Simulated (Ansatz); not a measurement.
The calculation's input:

```
crystal:
  periodic: [false, false, false]
  atoms:
    - {symbol: C, position_ang: [-0.192482, 1.601689, -0.218418]}
    - {symbol: C, position_ang: [0.005496, 0.322160, 0.026940]}
    - {symbol: O, position_ang: [0.565590, -0.307698, 1.147807]}
    - {symbol: Si, position_ang: [0.105653, -1.450532, -0.009454]}
    - {symbol: H, position_ang: [-0.644613, 1.906910, -1.151791]}
    - {symbol: H, position_ang: [0.090496, 2.361883, 0.501499]}
    - {symbol: H, position_ang: [1.198409, -2.171972, -0.693166]}
    - {symbol: H, position_ang: [-1.036350, -2.319540, 0.340782]}
basis:
  gaussian: {orbitals: def2-TZVPP}
hamiltonian: {xc: pbe0, dispersion: d4}
output: {orbitals: {seedname: orbitals}}
```

Run with:

```sh
ansatz run in.yaml --threads 2 --pin off --events-out ev --progress --plain --max-ram 4352MiB
```

Geometry: PBE0-D4/def2-TZVP.

Theory: RKS PBE0-D4/def2-TZVPP in Ansatz 0.2.0.

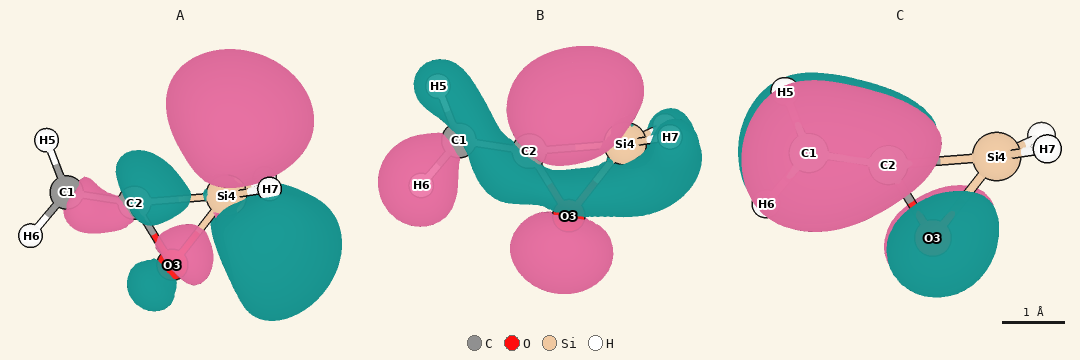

C$_{2}$H$_{4}$OSi. Three frontier orbitals at ±0.08 Å⁻³ᐟ² (teal and pink are the two phases), in no order.

Q: Which picture is the HOMO−1, the HOMO and the LUMO?

A: B is the HOMO−1 (−8.11 eV). Its weight (Hirshfeld) is mainly on O3 (about 30 %), C2 (about 30 %), Si4 (about 25 %) and C1 (about 5 %). C is the HOMO (−6.92 eV). It lies mainly on C1 (about 40 %), C2 (about 25 %) and O3 (about 25 %); π-bonding across C1–C2. A is the LUMO (−0.94 eV). Its weight (Hirshfeld) is mainly on Si4 (about 65 %), O3 (about 10 %), C2 (about 10 %), H8 (about 5 %) and H7 (about 5 %).

Q: What is the HOMO–LUMO gap?

A: 5.98 eV between the orbital energies.
